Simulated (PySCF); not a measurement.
**SiH2S (SMILES [SiH]S): r2SCAN/STO-6G**

Aim: the energy change on altering one bond length of SiH2S at r2SCAN/STO-6G, from 2 runs. The job is set up through a Python script.

Program for the calculation: PySCF 2.14.0.

10 further runs of the same task are left out: 1 that didn't finish, 9 set aside as unsound or not needed.

### 1 The system as given

The species is SiH2S (4 atoms), meant as a singlet with charge 0. As SMILES, `[SiH]S`. The coordinates come from a PBE0-D4/def2-TZVP relaxation.

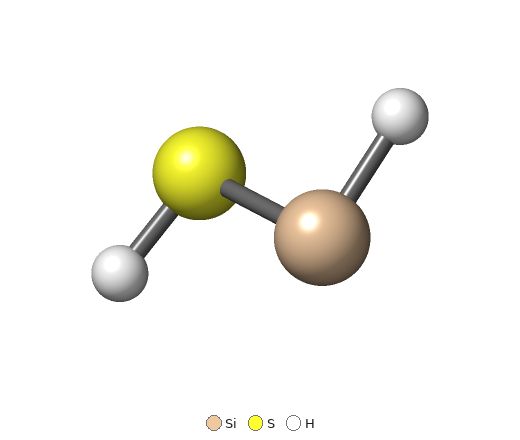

The structure, seen from a chosen angle (silicon light orange, sulfur yellow, hydrogen white).

### 2 A single-point energy at r2SCAN/STO-6G

job.py

```python
# [SiH]S
from pyscf import gto, dft

system = gto.Mole()
system.atom = 'Si -0.262800 -1.074400 0.161100; S 0.190500 0.958800 -0.206600; H 1.017500 -1.190800 0.981400; H -0.889700 1.246000 -0.956200'
system.max_memory = 1860
system.verbose = 3
system.basis = 'sto-6g'
system.build()

myscf = dft.RKS(system)
myscf.xc = 'r2scan'
myscf.grids.level = 5
myscf.conv_tol = 1e-10
myscf.kernel()
if not myscf.converged:
    myscf = myscf.newton().run(myscf.mo_coeff, myscf.mo_occ)

e_final = myscf.e_tot
print('Final energy', e_final)
```

The run is started by

```bash
$ OMP_NUM_THREADS=1 python job.py
```

Output:

```text
converged SCF energy = -686.347502768695
Final energy -686.3475027686953
```

Run time: 5.4 s. Hardware: 1 thread of Intel Xeon Platinum 8259CL at 2.50GHz (Skylake/Cascade Lake), shared host; peak memory 0.2 GiB.

### 3 The distorted shape

input.py

```python
from pyscf import gto, dft

mol = gto.Mole()
mol.atom = '''
Si    -3.399939    -1.766363    -1.555747
S     -2.543326     2.075828    -2.250600
H      1.922796    -2.250286     1.854577
H     -4.584608     2.618558    -3.667138
'''
mol.verbose = 4
mol.unit = 'bohr'
mol.max_memory = 1860
mol.basis = 'sto-6g'
mol.build()

mf = dft.RKS(mol, xc='r2scan')
mf.conv_tol = 1e-10
mf.grids.level = 5
mf.kernel()
if not mf.converged:
    mf = mf.newton().run(mf.mo_coeff, mf.mo_occ)

e_tot = mf.e_tot
print(f'total energy: {e_tot:.8f} hartree')
```

The run is started by

```bash
$ OMP_NUM_THREADS=1 python input.py
```

Output:

```text
PySCF version 2.14.0

[INPUT] num. atoms = 4
[INPUT] num. electrons = 32
[INPUT] charge = 0
[INPUT] spin (= nelec alpha-beta = 2S) = 0
[INPUT] symmetry False subgroup None
[INPUT] Mole.unit = bohr
[INPUT] Symbol           X                Y                Z      unit          X                Y                Z       unit  Magmom
[INPUT]  1 Si    -1.799170237318  -0.934719045812  -0.823265858357 AA   -3.399939000000  -1.766363000000  -1.555747000000 Bohr   0.0
[INPUT]  2 S     -1.345870159140   1.098480871390  -1.190966230897 AA   -2.543326000000   2.075828000000  -2.250600000000 Bohr   0.0
[INPUT]  3 H      1.017499824448  -1.190800069252   0.981399884296 AA    1.922796000000  -2.250286000000   1.854577000000 Bohr   0.0
[INPUT]  4 H     -2.426070074602   1.385681219072  -1.940565858899 AA   -4.584608000000   2.618558000000  -3.667138000000 Bohr   0.0

nuclear repulsion = 69.5803839604077
number of shells = 12
number of NR pGTOs = 120
number of NR cGTOs = 20
basis = sto-6g
ecp = {}

[... 86 lines left out ...]
SCF not converged.
SCF energy = -686.135243904776
[... 18 lines left out ...]
    J. W. Furness, A. D. Kaplan, J. Ning, J. P. Perdew, and J. Sun.,  J. Phys. Chem. Lett. 11, 8208-8215 (2020)
    J. W. Furness, A. D. Kaplan, J. Ning, J. P. Perdew, and J. Sun.,  J. Phys. Chem. Lett. 11, 9248-9248 (2020)
    J. W. Furness, A. D. Kaplan, J. Ning, J. P. Perdew, and J. Sun.,  J. Phys. Chem. Lett. 11, 8208-8215 (2020)
    J. W. Furness, A. D. Kaplan, J. Ning, J. P. Perdew, and J. Sun.,  J. Phys. Chem. Lett. 11, 9248-9248 (2020)
radial grids:
    Treutler-Ahlrichs [JCP 102, 346 (1995); DOI:10.1063/1.469408] (M4) radial grids

becke partition: Becke, JCP 88, 2547 (1988); DOI:10.1063/1.454033
pruning grids: <function nwchem_prune>
grids dens level: 5
symmetrized grids: False
atomic radii adjust function: <function treutler_atomic_radii_adjust>
small_rho_cutoff = 0
******** <class 'pyscf.dft.rks.RKS'> Newton solver flags ********
SCF tol = 1e-10
conv_tol_grad = None
max. SCF cycles = 50
direct_scf = True
direct_scf_tol = 1e-13
max_cycle_inner = 12
max_stepsize = 0.05
ah_start_tol = 1e+09
ah_level_shift = 0
ah_conv_tol = 1e-12
ah_lindep = 1e-14
ah_start_cycle = 1
ah_max_cycle = 40
ah_grad_trust_region = 2.5
kf_interval = 4
kf_trust_region = 5
canonicalization = True
Set conv_tol_grad to 1e-05
  HOMO = -0.0247004324556764  LUMO = 0.00977582772822917  gap/eV = 0.93815
Initial guess E= -686.135243904776  |g|= 6.90485e-05
macro= 0  E= -686.135243907825  delta_E= -3.04954e-09  |g|= 6.90485e-05  1 KF 4 JK
macro= 1  E= -686.135243907826  delta_E= -4.54747e-13  |g|= 4.08504e-07  1 KF 2 JK
Canonicalize SCF orbitals
macro X = 2  E=-686.135243907826  |g|= 4.08504e-07  total 3 KF 9 JK
converged SCF energy = -686.135243907826
total energy: -686.13524391 hartree
```

Wall time 15 s (1 thread of Intel Xeon Platinum 8259CL at 2.50GHz (Skylake/Cascade Lake), shared host); peak memory 0.25 GiB.

### 4 Results

At r2SCAN/STO-6G:

```
                                                          quantity          value
                                         first shape: total energy  -686.34750 Eh
                                        first shape: dipole moment         0.92 D
                                          first shape: HOMO energy       -2.39 eV
                                          first shape: LUMO energy        1.06 eV
                                        first shape: HOMO–LUMO gap        3.44 eV
                                     distorted shape: total energy  -686.13524 Eh
                                    distorted shape: dipole moment         4.44 D
                                      distorted shape: HOMO energy       -0.67 eV
                                      distorted shape: LUMO energy        0.27 eV
                                    distorted shape: HOMO–LUMO gap        0.94 eV
energy change with the Si1–H3 bond stretched from 1.525 to 3.355 Å       5.776 eV
```

What this shows: One bond (distorted shape) is far stretched, which a spin-restricted single reference describes badly; a broken-symmetry solution may lie lower. With the Si1–H3 bond stretched from 1.525 to 3.355 Å the energy rises by 5.78 eV (557 kJ/mol). The first shape isn't relaxed at this level, so the change isn't measured from a minimum. A restricted reference can't describe the breaking bond well at this length. The minimal basis adds a large error of its own. Mulliken charges (first shape) run from -0.19 on H3 to +0.26 on Si1; they depend strongly on the basis. Mulliken charges (distorted shape) run from -0.24 on H3 to +0.27 on Si1; they depend strongly on the basis.
